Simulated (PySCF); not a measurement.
Molecule: SMILES CC(C)(C)c1ccc(C#N)s1. Atoms near the plane z = 0.0 Å, at the GFN2-xTB optimised geometry (x, y, z in Å): C2 (-1.2, -1.9, 0.0), C4 (-0.4, -3.2, 0.0), C5 (-0.2, -0.7, 0.0), C6 (1.1, -0.7, 0.0), C7 (1.7, 0.5, 0.0), C8 (0.8, 1.5, 0.0), C9 (1.0, 2.9, 0.0), N10 (1.1, 4.1, 0.0), S11 (-0.8, 0.9, 0.0), H18 (-1.1, -4.1, 0.0), H19 (0.2, -3.3, 0.9), H20 (0.2, -3.3, -0.9), H21 (1.7, -1.6, 0.0), H22 (2.8, 0.7, 0.0).

Calculation: PySCF with B3LYP/def2-SVP. Cells within 0.4 Å of a nucleus heavier than hydrogen are left out (blank, or x). The values are rescaled to run from 0 to 1.

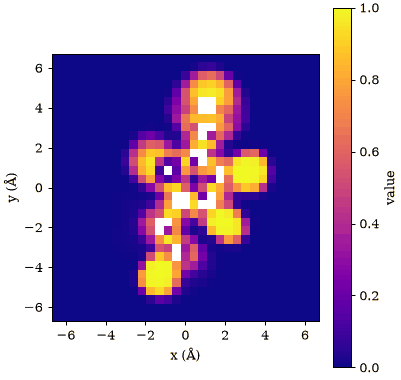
Figure: a field on the plane z = 0.0 Å.

**Question.** Which quantity is mapped?
A) an orbital amplitude
B) log10 of the electron density
C) Laplacian of the electron density
D) electron localisation function

**Answer.** D, electron localisation function
